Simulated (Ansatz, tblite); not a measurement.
# B(NCMe)H3 (C₂H₆BN): charged states by level of theory

Aim: the energy of removing an electron for B(NCMe)H3 (C₂H₆BN), by energy differences, and how well orbital energies stand in for it.

Method: as each input shows; program: Ansatz 0.2.0, Gaussian basis.

Levels to be run: charge +1 doublet, at the geometry of the singlet (PBE0-D4/def2-TZVP, PBE-D4/def2-TZVP, r2SCAN-D4/def2-TZVP); the starting singlet's energies come from earlier runs.

1 further run of the same task is left out (it didn't finish).

## 1. The geometry

The singlet was relaxed beforehand with r2SCAN-D4/def2-SVP.

10 atoms, charge 0, spin multiplicity 1.

Atoms are counted from 1 here; the program's logs count them from 0.

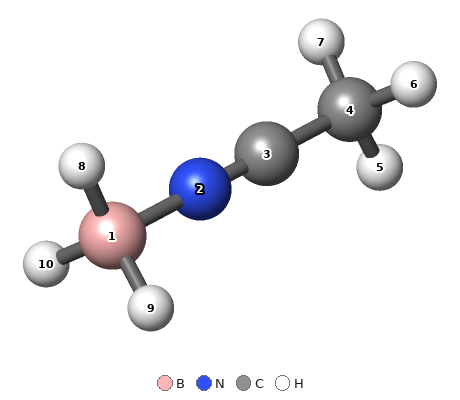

The structure; boron pink, nitrogen blue, carbon grey, hydrogen white; atoms are numbered from 1 in the order of the file.

## 2. Charge +1 doublet at the fixed geometry, first pass, PBE0-D4/def2-SVP

in.yaml reads:

```yaml
crystal:
  periodic: [false, false, false]
  atoms:
    - {symbol: B, position_ang: [0.000595, 0.005472, -2.085088]}
    - {symbol: N, position_ang: [-0.000402, 0.001567, -0.558809]}
    - {symbol: C, position_ang: [-0.000322, -0.001732, 0.598435]}
    - {symbol: C, position_ang: [-0.000574, -0.005366, 2.044958]}
    - {symbol: H, position_ang: [-1.033268, -0.039401, 2.424216]}
    - {symbol: H, position_ang: [0.487033, 0.904510, 2.426819]}
    - {symbol: H, position_ang: [0.544333, -0.884038, 2.422398]}
    - {symbol: H, position_ang: [1.176832, 0.007650, -2.423348]}
    - {symbol: H, position_ang: [-0.588252, 1.024068, -2.422227]}
    - {symbol: H, position_ang: [-0.585985, -1.012720, -2.427354]}
basis:
  gaussian: {orbitals: def2-SVP}
total_charge: 1
magnetization: {spin_polarized: true, initial_magnetization: 1}
hamiltonian: {xc: pbe0, dispersion: d4}
output: {orbitals: {seedname: orbitals}}
```

Started as:

```sh
> ansatz run in.yaml --threads 4 --pin off --events-out ev --progress --plain --max-ram 3916MiB
```

What it wrote:

```text
Functional definition: PBE0
  name "PBE0"
  cite "Adamo & Barone, J. Chem. Phys. 110, 6158 (1999) doi:10.1063/1.478522"
  cite "Perdew, Burke & Ernzerhof, Phys. Rev. Lett. 77, 3865 (1996) doi:10.1103/PhysRevLett.77.3865"
  parent pbe
  parameter a = 0.25
  parameter kappa = 0.804
  parameter beta = 0.06672455060314922
  exchange = (1 - a)*pbe_x(kappa = kappa, mu = beta*pi^2/3) + a*exact_x
  correlation = pbe_c(beta = beta)
990 factors; their error is unknown
mean field evaluation 1: about -4311.2099 eV, gradient 4.0e1 eV
mean field evaluation 2: about -4305.8614 eV, gradient 5.2e1 eV
mean field evaluation 4: about -4318.7540 eV, gradient 2.5e0 eV
mean field evaluation 8: about -4318.7911 eV, gradient 1.2e-1 eV
mean field evaluation 16: about -4318.7911 eV, gradient 7.7e-3 eV
mean field evaluation 32: about -4318.7911 eV, gradient 2.8e-5 eV
mean field -4318.79114872 eV, -158.7126473336 hartree, gradient 9.0e-6 eV, S^2 0.757492; 2 other end points of the search recorded, 0 dependent functions left out
reference -4318.79117426 eV, -158.7126482721 hartree; 15, 14 occupied and 71, 72 virtual orbitals, 990 factors
Total energy: -4318.88431913 eV, -158.7160712830 hartree
```

Wall time 14 s (4 threads of Intel Xeon at 2.50GHz, shared host).

From the report: HOMO -14.28 eV, LUMO -12.22 eV (over both spins); ⟨S²⟩ 0.757 (pure: 0.75).

## 3. Charge +1 doublet at the fixed geometry, PBE0-D4/def2-TZVP

start.molden holds the orbitals of an earlier run on this state, given as this run's starting guess.

in.yaml: that of step 2 with these lines changed.

```diff
@@ -14,3 +14,3 @@
 basis:
-  gaussian: {orbitals: def2-SVP}
+  gaussian: {orbitals: def2-TZVP, initial_orbitals: start.molden}
 total_charge: 1
@@ -18,2 +18,3 @@
 hamiltonian: {xc: pbe0, dispersion: d4}
+scf: {omitted_lower_state_checks: [starts]}
 output: {orbitals: {seedname: orbitals}}
```

The command is unchanged.

What it wrote:

```text
Functional definition: PBE0
  name "PBE0"
  cite "Adamo & Barone, J. Chem. Phys. 110, 6158 (1999) doi:10.1063/1.478522"
  cite "Perdew, Burke & Ernzerhof, Phys. Rev. Lett. 77, 3865 (1996) doi:10.1103/PhysRevLett.77.3865"
  parent pbe
  parameter a = 0.25
  parameter kappa = 0.804
  parameter beta = 0.06672455060314922
  exchange = (1 - a)*pbe_x(kappa = kappa, mu = beta*pi^2/3) + a*exact_x
  correlation = pbe_c(beta = beta)
these checks for a lower state are left out or cut short: starts
948 factors; their error is unknown
mean field evaluation 1: about -4321.2827 eV, gradient 7.3e1 eV
mean field evaluation 2: about -4323.4712 eV, gradient 1.9e0 eV
mean field evaluation 4: about -4323.4815 eV, gradient 2.4e-1 eV
mean field evaluation 8: about -4323.4816 eV, gradient 1.5e-5 eV
mean field -4323.48162265 eV, -158.8850190713 hartree, gradient 7.4e-6 eV, S^2 0.758019; 0 other end points of the search recorded, 0 dependent functions left out
reference -4323.48165785 eV, -158.8850203649 hartree; 15, 14 occupied and 145, 146 virtual orbitals, 948 factors
Total energy: -4323.57480272 eV, -158.8884433757 hartree
Checks for a lower state left out: starts
```

Run time: 11 s. Hardware: 4 threads of Intel Xeon at 2.50GHz, shared host.

HOMO -14.27 eV, LUMO -12.19 eV (over both spins); ⟨S²⟩ 0.758 (pure: 0.75).

## 4. Charge +1 doublet at the fixed geometry, PBE-D4/def2-TZVP

in.yaml: that of step 3 with these lines changed.

```diff
@@ -17,3 +17,3 @@
 magnetization: {spin_polarized: true, initial_magnetization: 1}
-hamiltonian: {xc: pbe0, dispersion: d4}
+hamiltonian: {xc: pbe, dispersion: d4}
 scf: {omitted_lower_state_checks: [starts]}
```

Same command.

What it wrote:

```text
Functional definition: PBE
  name "PBE"
  cite "Perdew, Burke & Ernzerhof, Phys. Rev. Lett. 77, 3865 (1996) doi:10.1103/PhysRevLett.77.3865"
  parent pbe
  parameter kappa = 0.804
  parameter beta = 0.06672455060314922
  exchange = pbe_x(kappa = kappa, mu = beta*pi^2/3)
  correlation = pbe_c(beta = beta)
these checks for a lower state are left out or cut short: starts
948 factors; their error is unknown
mean field evaluation 1: about -4323.1747 eV, gradient 5.6e0 eV
mean field evaluation 2: about -4323.2767 eV, gradient 1.5e-1 eV
mean field evaluation 4: about -4323.2559 eV, gradient 2.7e-3 eV
mean field evaluation 8: about -4323.2559 eV, gradient 5.1e-5 eV
mean field -4323.25586443 eV, -158.8767226096 hartree, gradient 3.2e-6 eV, S^2 0.753686; 0 other end points of the search recorded, 0 dependent functions left out
reference -4323.25591144 eV, -158.8767243371 hartree; 15, 14 occupied and 145, 146 virtual orbitals, 948 factors
Total energy: -4323.36758783 eV, -158.8808283691 hartree
Checks for a lower state left out: starts
```

Run time: 5.5 s. Hardware: 4 threads of Intel Xeon at 2.50GHz, shared host.

HOMO -13.03 eV, LUMO -13.05 eV (over both spins; with the spin held, an empty level of the minority spin lies below the top filled one); ⟨S²⟩ 0.754 (pure: 0.75).

## 5. Charge +1 doublet at the fixed geometry, r2SCAN-D4/def2-TZVP

in.yaml: that of step 4 with these lines changed.

```diff
@@ -17,3 +17,3 @@
 magnetization: {spin_polarized: true, initial_magnetization: 1}
-hamiltonian: {xc: pbe, dispersion: d4}
+hamiltonian: {xc: r2scan, dispersion: d4}
 scf: {omitted_lower_state_checks: [starts]}
```

Launched as before.

What it wrote:

```text
Functional definition: r2SCAN
  name "r2SCAN"
  cite "Furness, Kaplan, Ning, Perdew & Sun, J. Phys. Chem. Lett. 11, 8208 (2020) doi:10.1021/acs.jpclett.0c02405"
  cite "Furness, Kaplan, Ning, Perdew & Sun, J. Phys. Chem. Lett. 11, 9248 (2020) doi:10.1021/acs.jpclett.0c03077"
  parent r2scan
  parameter k0 = 0.174
  parameter k1 = 0.065
  parameter a1 = 4.9479
  exchange = r2scan_x(k0 = k0, k1 = k1, a1 = a1)
  correlation = r2scan_c
these checks for a lower state are left out or cut short: starts
948 factors; their error is unknown
mean field evaluation 1: about -4326.3719 eV, gradient 3.1e0 eV
mean field evaluation 2: about -4326.4119 eV, gradient 6.2e-2 eV
mean field evaluation 4: about -4326.3986 eV, gradient 6.1e-4 eV
mean field evaluation 8: about -4326.3986 eV, gradient 1.6e-5 eV
mean field -4326.39859133 eV, -158.9922156929 hartree, gradient 1.1e-5 eV, S^2 0.759067; 0 other end points of the search recorded, 0 dependent functions left out
reference -4326.39860730 eV, -158.9922162800 hartree; 15, 14 occupied and 145, 146 virtual orbitals, 948 factors
Total energy: -4326.42699228 eV, -158.9932594088 hartree
Checks for a lower state left out: starts
```

Wall time 7.5 s (4 threads of Intel Xeon at 2.50GHz, shared host).

Report: HOMO -13.26 eV, LUMO -12.88 eV (over both spins); ⟨S²⟩ 0.759 (pure: 0.75).

## 6. Vertical ionisation energy

Charged state less starting state, singlet to doublet; the starting state's energies are those of its earlier runs.

```csv
level,vertical ionisation energy (eV),time
PBE-D4/def2-TZVP,+9.79,9.3 s
r2SCAN-D4/def2-TZVP,+9.82,13 s
PBE0-D4/def2-TZVP,+9.95,14 s
```

Times add the two runs; a level without a time comes out of a correlated run.

Beside −ε(HOMO) of the starting state:

```csv
level,−ε(HOMO) (eV),by difference (eV),mismatch (eV)
PBE-D4/def2-TZVP,6.42,9.79,-3.37
r2SCAN-D4/def2-TZVP,6.66,9.82,-3.16
PBE0-D4/def2-TZVP,7.62,9.95,-2.33
```

## 7. Outcome

```
                                            quantity                               value
vertical ionisation energy, functionals in def2-TZVP  9.79 (PBE-D4) to 9.95 eV (PBE0-D4)
```

**Reading.** The vertical ionisation energy spans 9.79 to 9.95 eV over the functionals. −ε(HOMO) misses the level's own difference by -2.33 eV at best (PBE0-D4) and -3.37 eV at worst (PBE-D4).
